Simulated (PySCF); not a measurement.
```xyz
18

C     0.0533    3.5013   -0.4027
C    -0.0247    2.2297   -0.2074
C    -0.1745    0.9296   -0.0612
C     0.7561    0.1416    0.6612
C     1.5424   -0.5253    1.2798
C     2.4819   -1.3350    2.0194
C    -1.3314    0.2287   -0.6651
O    -2.2228    0.8162   -1.2545
Si   -1.4446   -1.6861   -0.5325
O    -2.8065   -2.0672   -1.3223
H     0.5686    3.9169   -1.2546
H    -0.3842    4.2093    0.2833
H     2.4983   -1.0264    3.0646
H     3.4825   -1.2204    1.6028
H     2.1921   -2.3839    1.9635
H    -0.3024   -2.2897   -1.2105
H    -1.5677   -2.0800    0.8668
H    -3.3251   -1.3530   -1.6956
```

Geometry: GFN2-xTB.

Theory: PBE0/pcSseg-1, SCF density, gas phase, non-relativistic in PySCF.

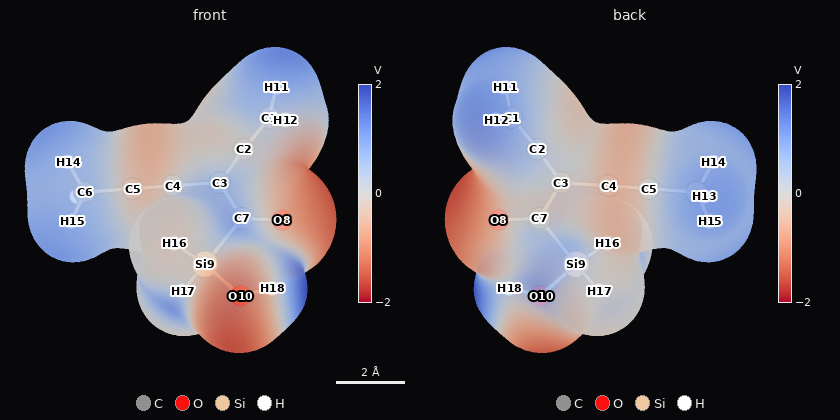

C7H8O2Si. The molecular electrostatic potential painted on the density surface at 0.002 e/bohr³, seen from the front and from behind; red is negative and blue positive.

Which sites attract a positive test charge, and which a negative one?

A positive charge is drawn to the negative regions and a negative charge to the positive ones. The most negative region (about −1.6 V, or −37 kcal/mol for a unit charge) lies over O8 and O10, the most positive (about +1.7 V, or +39 kcal/mol for a unit charge) over H18.

How polar is the molecule by this calculation?

Its dipole moment is 3.52 D.
